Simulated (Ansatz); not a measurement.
# Zr$_{2}$Cl$_{8}$ (charge +1): geometry relaxation (part 1 of 3)

System: Zr$_{2}$Cl$_{8}$ (Zr2(Cl)8), charge +1, multiplicity 2.
Method: UKS r2SCAN-D4/def2-SVP (Ansatz 0.2.0).

The geometry: r2SCAN-D4/def2-SVP start. Figures and captions count atoms from 1; the log counts them from 0 in places.

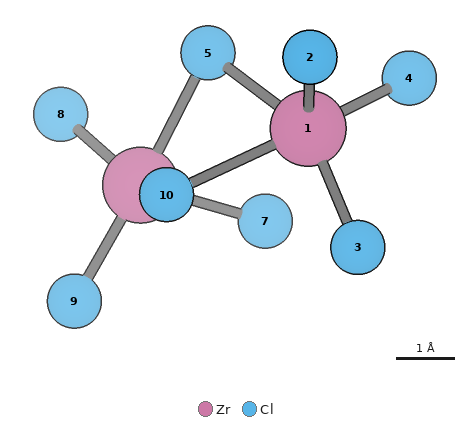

Fig. 1: The starting structure (ball-and-stick view, seen at a tilt; atoms are numbered from 1 in the order of the input). Sticks mark near contacts.

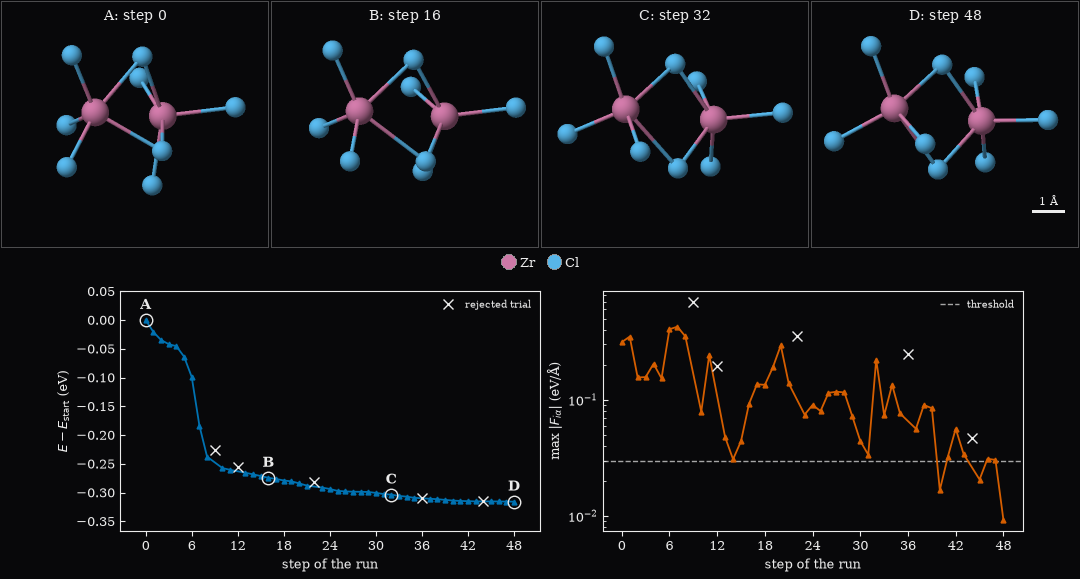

Fig. 2: Frames of the relaxation (ball-and-stick view, seen at a tilt) above the curves, on which the letters mark them (the first geometry is step 0 here and step 1 in the log).

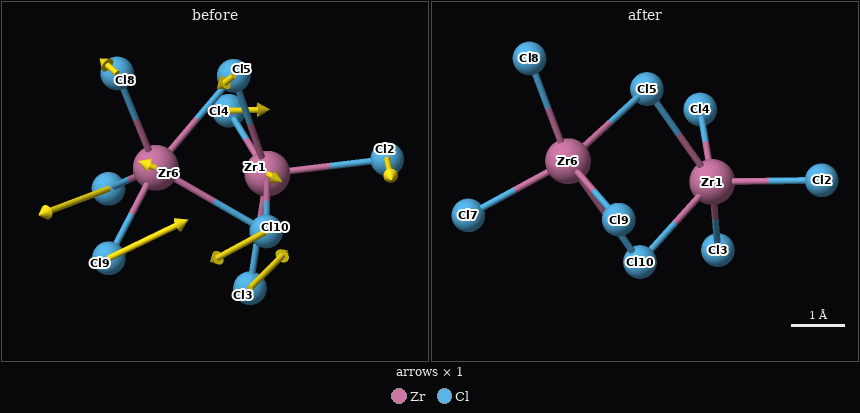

Fig. 3: Before (left) and after (right) the relaxation, at one scale (ball-and-stick view, seen at a tilt). The yellow arrows give the displacements, at true length. The atom that moves furthest after the best rigid fit is Cl7 (2.06 Å). Largest moves by element: Cl 2.06 Å, Zr 0.37 Å. Among the contacts that change: Zr6–Cl10 2.476 → 2.914 Å, Zr1–Cl10 2.781 → 2.396 Å, Zr1–Cl4 2.328 → 2.477 Å, Zr1–Cl3 2.339 → 2.459 Å. Among the angles that change: Cl5–Zr6–Cl9 168.4° → 119.6°, Cl5–Zr6–Cl7 83.4° → 120.8°, Cl3–Zr1–Cl4 101.3° → 66.9°. The energy falls by 0.316 eV in 48 geometry steps. Largest force component: 0.31 eV/Å at the start, 0.0093 eV/Å at the end. The line search rejected the trial steps at points 9, 12, 22, 36, 44 (counted from 0) and went back. (Atoms are counted from 1 in the order of the input.)

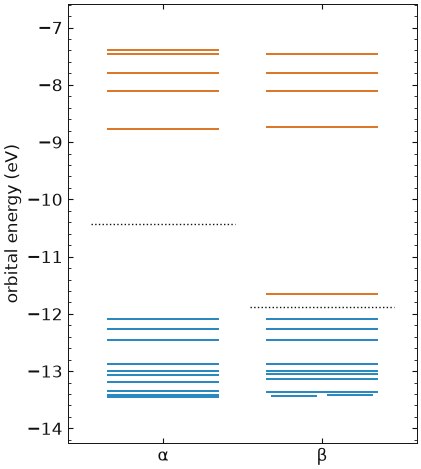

Fig. 4: Orbital energies near the frontier for α and β spins; the dotted line parts filled from empty levels, and levels within 0.02 eV of each other stand side by side. α: highest filled −12.10 eV, lowest empty −8.77 eV, 3.33 eV apart; β: highest filled −12.09 eV, lowest empty −11.65 eV, 0.44 eV apart.

The input and output of the run follow.

**The input**
```yaml
crystal:
  periodic: [false, false, false]
  atoms:
    - {symbol: Zr, position_ang: [-1.086006, -0.498972, -1.246836]}
    - {symbol: Cl, position_ang: [-3.343840, -0.026976, -1.469389]}
    - {symbol: Cl, position_ang: [-0.093435, 0.558831, -3.081793]}
    - {symbol: Cl, position_ang: [-0.928728, -2.736149, -1.869808]}
    - {symbol: Cl, position_ang: [-0.985075, -1.070774, 1.259366]}
    - {symbol: Zr, position_ang: [1.102893, 0.552676, 1.450928]}
    - {symbol: Cl, position_ang: [1.933882, -0.748701, -0.352109]}
    - {symbol: Cl, position_ang: [1.288639, -0.211790, 3.653645]}
    - {symbol: Cl, position_ang: [2.621476, 2.319067, 1.551447]}
    - {symbol: Cl, position_ang: [-0.509816, 1.862767, 0.104560]}
basis:
  gaussian: {orbitals: def2-SVP}
total_charge: 1
magnetization: {spin_polarized: true, initial_magnetization: 1}
hamiltonian: {xc: r2scan, dispersion: d4}
scf: {lower_state_search: "off"}
output: {orbitals: {seedname: orbitals}}
relax: {f_tol: 0.03, max_steps: 70}
```

Run as:
```bash
ansatz run in.yaml --threads 2 --pin off --events-out ev --progress --plain --max-ram 32768MiB --backend cuda --devices 0, --max-vram 18GiB
```

**Output**
```
Functional definition: r2SCAN
  name "r2SCAN"
  cite "Furness, Kaplan, Ning, Perdew & Sun, J. Phys. Chem. Lett. 11, 8208 (2020) doi:10.1021/acs.jpclett.0c02405"
  cite "Furness, Kaplan, Ning, Perdew & Sun, J. Phys. Chem. Lett. 11, 9248 (2020) doi:10.1021/acs.jpclett.0c03077"
  parent r2scan
  parameter k0 = 0.174
  parameter k1 = 0.065
  parameter a1 = 4.9479
  exchange = r2scan_x(k0 = k0, k1 = k1, a1 = a1)
  correlation = r2scan_c
these checks for a lower state are left out or cut short: stability, starts, cluster_reference, orbital_swaps, neighbouring_geometries, increment
2116 factors; their error is unknown
mean field evaluation 1: about -102710.6476 eV, gradient 2.2e1 eV
mean field evaluation 2: about -102666.3970 eV, gradient 8.0e1 eV
mean field evaluation 4: about -102711.4010 eV, gradient 1.8e1 eV
mean field evaluation 8: about -102712.4376 eV, gradient 1.1e1 eV
mean field evaluation 16: about -102713.9941 eV, gradient 3.1e-1 eV
mean field -102714.00744790 eV, -3774.6701516555 hartree, gradient 2.9e-6 eV, S^2 0.753388; 0 other end points of the search recorded, 0 dependent functions left out
the calculation of the forces begins
reference -102714.00750966 eV, -3774.6701539252 hartree; 80, 79 occupied and 126, 127 virtual orbitals, 2116 factors
relax step   1: F+E_penalty+E_count = -102714.19169768 eV  Δ(F+E_penalty+E_count) = +0.000e0 eV  max|allowed force component| = 3.136e-1 eV/Å  Δτ_max = 0.0000 Å  (65 SCF iters, accepted)
these checks for a lower state are left out or cut short: stability, starts, cluster_reference, orbital_swaps, neighbouring_geometries, increment
2116 factors; their error is unknown
mean field evaluation 32: about -102714.0314 eV, gradient 1.6e-5 eV
mean field -102714.03137052 eV, -3774.6710307956 hartree, gradient 1.9e-6 eV, S^2 0.753391; 0 other end points of the search recorded, 0 dependent functions left out
[... from here on the field's lines of each further geometry are left out, up to the last ...]
relax step   2: F+E_penalty+E_count = -102714.21248187 eV  Δ(F+E_penalty+E_count) = -2.078e-2 eV  max|allowed force component| = 3.504e-1 eV/Å  Δτ_max = 0.1264 Å  (44 SCF iters, accepted)
relax step   3: F+E_penalty+E_count = -102714.22644164 eV  Δ(F+E_penalty+E_count) = -1.396e-2 eV  max|allowed force component| = 1.559e-1 eV/Å  Δτ_max = 0.0438 Å  (39 SCF iters, accepted)
relax step   4: F+E_penalty+E_count = -102714.23367770 eV  Δ(F+E_penalty+E_count) = -7.236e-3 eV  max|allowed force component| = 1.570e-1 eV/Å  Δτ_max = 0.2000 Å  (41 SCF iters, accepted)
relax step   5: F+E_penalty+E_count = -102714.23720470 eV  Δ(F+E_penalty+E_count) = -3.527e-3 eV  max|allowed force component| = 2.044e-1 eV/Å  Δτ_max = 0.0422 Å  (41 SCF iters, accepted)
relax step   6: F+E_penalty+E_count = -102714.25535979 eV  Δ(F+E_penalty+E_count) = -1.816e-2 eV  max|allowed force component| = 1.531e-1 eV/Å  Δτ_max = 0.1087 Å  (43 SCF iters, accepted)
relax step   7: F+E_penalty+E_count = -102714.29074172 eV  Δ(F+E_penalty+E_count) = -3.538e-2 eV  max|allowed force component| = 4.050e-1 eV/Å  Δτ_max = 0.1906 Å  (45 SCF iters, accepted)
relax step   8: F+E_penalty+E_count = -102714.37537793 eV  Δ(F+E_penalty+E_count) = -8.464e-2 eV  max|allowed force component| = 4.265e-1 eV/Å  Δτ_max = 0.1340 Å  (61 SCF iters, accepted)
relax step   9: F+E_penalty+E_count = -102714.42933793 eV  Δ(F+E_penalty+E_count) = -5.396e-2 eV  max|allowed force component| = 3.514e-1 eV/Å  Δτ_max = 0.1957 Å  (30 SCF iters, accepted)
relax step  10: F+E_penalty+E_count = -102714.41833943 eV  Δ(F+E_penalty+E_count) = +1.100e-2 eV  max|allowed force component| = 6.975e-1 eV/Å  Δτ_max = 0.1124 Å  (31 SCF iters, rejected (line search))
relax step  11: F+E_penalty+E_count = -102714.44916410 eV  Δ(F+E_penalty+E_count) = -1.983e-2 eV  max|allowed force component| = 7.901e-2 eV/Å  Δτ_max = 0.0555 Å  (22 SCF iters, accepted)
relax step  12: F+E_penalty+E_count = -102714.45217140 eV  Δ(F+E_penalty+E_count) = -3.007e-3 eV  max|allowed force component| = 2.429e-1 eV/Å  Δτ_max = 0.0926 Å  (22 SCF iters, accepted)
relax step  13: F+E_penalty+E_count = -102714.44790491 eV  Δ(F+E_penalty+E_count) = +4.266e-3 eV  max|allowed force component| = 1.946e-1 eV/Å  Δτ_max = 0.0971 Å  (22 SCF iters, rejected (line search))
relax step  14: F+E_penalty+E_count = -102714.45736697 eV  Δ(F+E_penalty+E_count) = -5.196e-3 eV  max|allowed force component| = 4.774e-2 eV/Å  Δτ_max = 0.0471 Å  (23 SCF iters, accepted)
relax step  15: F+E_penalty+E_count = -102714.46002868 eV  Δ(F+E_penalty+E_count) = -2.662e-3 eV  max|allowed force component| = 3.082e-2 eV/Å  Δτ_max = 0.0750 Å  (23 SCF iters, accepted)
relax step  16: F+E_penalty+E_count = -102714.46301465 eV  Δ(F+E_penalty+E_count) = -2.986e-3 eV  max|allowed force component| = 4.412e-2 eV/Å  Δτ_max = 0.1097 Å  (22 SCF iters, accepted)
relax step  17: F+E_penalty+E_count = -102714.46615554 eV  Δ(F+E_penalty+E_count) = -3.141e-3 eV  max|allowed force component| = 9.214e-2 eV/Å  Δτ_max = 0.1646 Å  (22 SCF iters, accepted)
relax step  18: F+E_penalty+E_count = -102714.46801669 eV  Δ(F+E_penalty+E_count) = -1.861e-3 eV  max|allowed force component| = 1.362e-1 eV/Å  Δτ_max = 0.1275 Å  (22 SCF iters, accepted)
relax step  19: F+E_penalty+E_count = -102714.47077563 eV  Δ(F+E_penalty+E_count) = -2.759e-3 eV  max|allowed force component| = 1.347e-1 eV/Å  Δτ_max = 0.0471 Å  (23 SCF iters, accepted)
relax step  20: F+E_penalty+E_count = -102714.47220170 eV  Δ(F+E_penalty+E_count) = -1.426e-3 eV  max|allowed force component| = 1.901e-1 eV/Å  Δτ_max = 0.1951 Å  (31 SCF iters, accepted)
relax step  21: F+E_penalty+E_count = -102714.47574113 eV  Δ(F+E_penalty+E_count) = -3.539e-3 eV  max|allowed force component| = 2.942e-1 eV/Å  Δτ_max = 0.1243 Å  (23 SCF iters, accepted)
relax step  22: F+E_penalty+E_count = -102714.47959469 eV  Δ(F+E_penalty+E_count) = -3.854e-3 eV  max|allowed force component| = 1.383e-1 eV/Å  Δτ_max = 0.0392 Å  (24 SCF iters, accepted)
relax step  23: F+E_penalty+E_count = -102714.47339870 eV  Δ(F+E_penalty+E_count) = +6.196e-3 eV  max|allowed force component| = 3.558e-1 eV/Å  Δτ_max = 0.1509 Å  (42 SCF iters, rejected (line search))
relax step  24: F+E_penalty+E_count = -102714.48306973 eV  Δ(F+E_penalty+E_count) = -3.475e-3 eV  max|allowed force component| = 7.468e-2 eV/Å  Δτ_max = 0.0730 Å  (28 SCF iters, accepted)
relax step  25: F+E_penalty+E_count = -102714.48550471 eV  Δ(F+E_penalty+E_count) = -2.435e-3 eV  max|allowed force component| = 9.040e-2 eV/Å  Δτ_max = 0.0986 Å  (24 SCF iters, accepted)
relax step  26: F+E_penalty+E_count = -102714.48873894 eV  Δ(F+E_penalty+E_count) = -3.234e-3 eV  max|allowed force component| = 8.012e-2 eV/Å  Δτ_max = 0.1465 Å  (28 SCF iters, accepted)
relax step  27: F+E_penalty+E_count = -102714.48967586 eV  Δ(F+E_penalty+E_count) = -9.369e-4 eV  max|allowed force component| = 1.149e-1 eV/Å  Δτ_max = 0.1265 Å  (28 SCF iters, accepted)
relax step  28: F+E_penalty+E_count = -102714.49021639 eV  Δ(F+E_penalty+E_count) = -5.405e-4 eV  max|allowed force component| = 1.175e-1 eV/Å  Δτ_max = 0.0364 Å  (26 SCF iters, accepted)
relax step  29: F+E_penalty+E_count = -102714.49034964 eV  Δ(F+E_penalty+E_count) = -1.332e-4 eV  max|allowed force component| = 1.159e-1 eV/Å  Δτ_max = 0.0318 Å  (25 SCF iters, accepted)
relax step  30: F+E_penalty+E_count = -102714.49067847 eV  Δ(F+E_penalty+E_count) = -3.288e-4 eV  max|allowed force component| = 7.201e-2 eV/Å  Δτ_max = 0.0444 Å  (30 SCF iters, accepted)
relax step  31: F+E_penalty+E_count = -102714.49227993 eV  Δ(F+E_penalty+E_count) = -1.601e-3 eV  max|allowed force component| = 4.427e-2 eV/Å  Δτ_max = 0.0320 Å  (25 SCF iters, accepted)
relax step  32: F+E_penalty+E_count = -102714.49424589 eV  Δ(F+E_penalty+E_count) = -1.966e-3 eV  max|allowed force component| = 3.370e-2 eV/Å  Δτ_max = 0.0671 Å  (23 SCF iters, accepted)
relax step  33: F+E_penalty+E_count = -102714.49541601 eV  Δ(F+E_penalty+E_count) = -1.170e-3 eV  max|allowed force component| = 2.222e-1 eV/Å  Δτ_max = 0.1964 Å  (32 SCF iters, accepted)
relax step  34: F+E_penalty+E_count = -102714.49755464 eV  Δ(F+E_penalty+E_count) = -2.139e-3 eV  max|allowed force component| = 7.372e-2 eV/Å  Δτ_max = 0.0494 Å  (23 SCF iters, accepted)
relax step  35: F+E_penalty+E_count = -102714.49881483 eV  Δ(F+E_penalty+E_count) = -1.260e-3 eV  max|allowed force component| = 1.347e-1 eV/Å  Δτ_max = 0.0981 Å  (28 SCF iters, accepted)
relax step  36: F+E_penalty+E_count = -102714.50085454 eV  Δ(F+E_penalty+E_count) = -2.040e-3 eV  max|allowed force component| = 7.636e-2 eV/Å  Δτ_max = 0.0663 Å  (23 SCF iters, accepted)
relax step  37: F+E_penalty+E_count = -102714.50048615 eV  Δ(F+E_penalty+E_count) = +3.684e-4 eV  max|allowed force component| = 2.474e-1 eV/Å  Δτ_max = 0.1407 Å  (28 SCF iters, rejected (line search))
relax step  38: F+E_penalty+E_count = -102714.50250978 eV  Δ(F+E_penalty+E_count) = -1.655e-3 eV  max|allowed force component| = 5.639e-2 eV/Å  Δτ_max = 0.0684 Å  (25 SCF iters, accepted)
relax step  39: F+E_penalty+E_count = -102714.50322576 eV  Δ(F+E_penalty+E_count) = -7.160e-4 eV  max|allowed force component| = 9.044e-2 eV/Å  Δτ_max = 0.0974 Å  (24 SCF iters, accepted)
relax step  40: F+E_penalty+E_count = -102714.50442855 eV  Δ(F+E_penalty+E_count) = -1.203e-3 eV  max|allowed force component| = 8.466e-2 eV/Å  Δτ_max = 0.0255 Å  (26 SCF iters, accepted)
relax step  41: F+E_penalty+E_count = -102714.50562637 eV  Δ(F+E_penalty+E_count) = -1.198e-3 eV  max|allowed force component| = 1.673e-2 eV/Å  Δτ_max = 0.0455 Å  (24 SCF iters, accepted)
relax step  42: F+E_penalty+E_count = -102714.50630920 eV  Δ(F+E_penalty+E_count) = -6.828e-4 eV  max|allowed force component| = 3.217e-2 eV/Å  Δτ_max = 0.0691 Å  (24 SCF iters, accepted)
relax step  43: F+E_penalty+E_count = -102714.50664794 eV  Δ(F+E_penalty+E_count) = -3.387e-4 eV  max|allowed force component| = 5.647e-2 eV/Å  Δτ_max = 0.0883 Å  (24 SCF iters, accepted)
relax step  44: F+E_penalty+E_count = -102714.50706568 eV  Δ(F+E_penalty+E_count) = -4.177e-4 eV  max|allowed force component| = 3.409e-2 eV/Å  Δτ_max = 0.0083 Å  (26 SCF iters, accepted)
relax step  45: F+E_penalty+E_count = -102714.50680623 eV  Δ(F+E_penalty+E_count) = +2.594e-4 eV  max|allowed force component| = 4.681e-2 eV/Å  Δτ_max = 0.0232 Å  (25 SCF iters, rejected (line search))
relax step  46: F+E_penalty+E_count = -102714.50712302 eV  Δ(F+E_penalty+E_count) = -5.734e-5 eV  max|allowed force component| = 2.064e-2 eV/Å  Δτ_max = 0.0112 Å  (25 SCF iters, accepted)
relax step  47: F+E_penalty+E_count = -102714.50719658 eV  Δ(F+E_penalty+E_count) = -7.356e-5 eV  max|allowed force component| = 3.112e-2 eV/Å  Δτ_max = 0.0521 Å  (24 SCF iters, accepted)
the calculation of the forces begins
reference -102714.33803316 eV, -3774.6823004398 hartree; 80, 79 occupied and 126, 127 virtual orbitals, 2116 factors
relax step  48: F+E_penalty+E_count = -102714.50735851 eV  Δ(F+E_penalty+E_count) = -1.619e-4 eV  max|allowed force component| = 3.042e-2 eV/Å  Δτ_max = 0.0294 Å  (24 SCF iters, accepted)
these checks for a lower state are left out or cut short: stability, starts, cluster_reference, orbital_swaps, neighbouring_geometries, increment
2116 factors; their error is unknown
mean field -102714.33813162 eV, -3774.6823040582 hartree, gradient 1.9e-6 eV, S^2 0.755299; 0 other end points of the search recorded, 0 dependent functions left out
the calculation of the forces begins
reference -102714.33819313 eV, -3774.6823063186 hartree; 80, 79 occupied and 126, 127 virtual orbitals, 2116 factors
relax step  49: F+E_penalty+E_count = -102714.50752832 eV  Δ(F+E_penalty+E_count) = -1.698e-4 eV  max|allowed force component| = 9.283e-3 eV/Å  Δτ_max = 0.0162 Å  (25 SCF iters, accepted)
Total energy: -102714.50758983 eV, -3774.6885315325 hartree
Atom 0 at    -1.299157    -0.225692    -1.306515 Å, force    -0.009283     0.003942    -0.002414 eV/Å
Atom 1 at    -3.222245     0.921416    -0.883595 Å, force     0.009094    -0.005088    -0.001562 eV/Å
Atom 2 at    -1.126263    -0.475913    -3.746611 Å, force     0.000401     0.000175    -0.000189 eV/Å
Atom 3 at    -1.688398    -2.547920    -2.075148 Å, force    -0.000441     0.003116     0.002133 eV/Å
Atom 4 at    -0.611422    -1.183011     0.905569 Å, force     0.001129     0.000065     0.000869 eV/Å
Atom 5 at     1.389803     0.377052     1.624028 Å, force     0.005513     0.006587    -0.003526 eV/Å
Atom 6 at     3.479093     0.118656     0.695190 Å, force    -0.006815     0.001638     0.003926 eV/Å
Atom 7 at     1.508046    -0.756493     3.616953 Å, force     0.000921    -0.000140     0.002393 eV/Å
Atom 8 at     0.970956     2.558071     2.223175 Å, force     0.000788    -0.008537    -0.001187 eV/Å
Atom 9 at     0.599576     1.213812    -1.053035 Å, force    -0.001305    -0.001759    -0.000443 eV/Å
Dipole moment:    -0.542484    -0.300721    -0.670679 e Å
Checks for a lower state left out: stability, starts, cluster_reference, orbital_swaps, neighbouring_geometries, increment
```

**Trajectory as extended XYZ (Å, eV, eV/Å), 46 of the 49 frames kept, from step=1 to step=49**
```
10
Properties=species:S:1:pos:R:3:forces:R:3 step=1 energy=-102714.19170
Zr   -1.0860   -0.4990   -1.2468   -0.1232   0.0077   0.3136
Cl   -3.3438   -0.0270   -1.4694    0.1225  -0.0099   0.0114
Cl   -0.0934    0.5588   -3.0818    0.0956   0.0734  -0.2014
Cl   -0.9287   -2.7361   -1.8698    0.0397  -0.0680  -0.0855
Cl   -0.9851   -1.0708    1.2594   -0.1252   0.0713  -0.0280
Zr    1.1029    0.5527    1.4509    0.2267  -0.1429  -0.0508
Cl    1.9339   -0.7487   -0.3521   -0.1866   0.0638   0.0509
Cl    1.2886   -0.2118    3.6536    0.0589  -0.0027   0.0376
Cl    2.6215    2.3191    1.5514    0.0018   0.0700   0.0592
Cl   -0.5098    1.8628    0.1046   -0.1102  -0.0626  -0.1072
```
